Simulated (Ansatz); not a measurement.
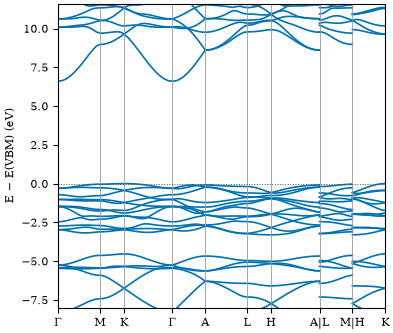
Figure. Band structure from r²SCAN in the plane-wave PAW code Ansatz

### Question
Read off the gap and where the band edges lie.

### Answer
About 6.6 eV (6.60 eV by a search for the band edges); maximum at K, minimum at Γ.

The material is SiO2 in space group P3_121 (No. 152; Si on 3b, O on 6c).

The cell was relaxed with r²SCAN under the symmetry of its start.

Potentials: the later of the program's two PAW sets.
